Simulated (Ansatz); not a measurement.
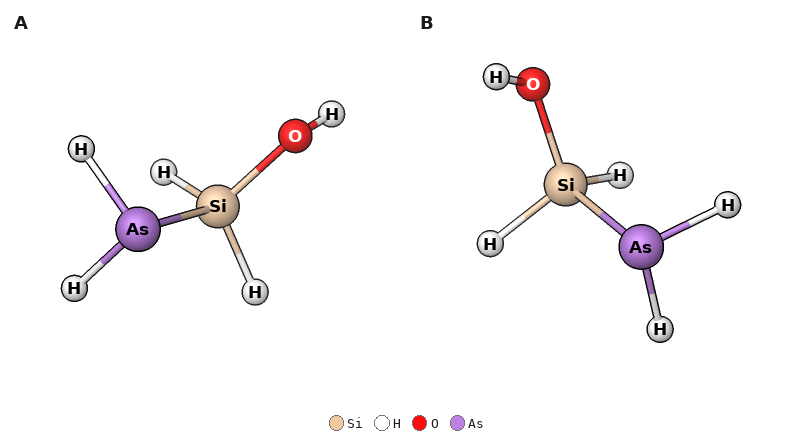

2 stationary structures of one formula. Geometries: PBE0-D4/def2-TZVP. Electronic energies: B97M-V/def2-TZVPP (Ansatz 0.2.0), without zero-point energy.

> Which is lowest in energy, and by how much?

B is lowest (C1, a minimum); A lies 0.007 eV above it (C1, a minimum).
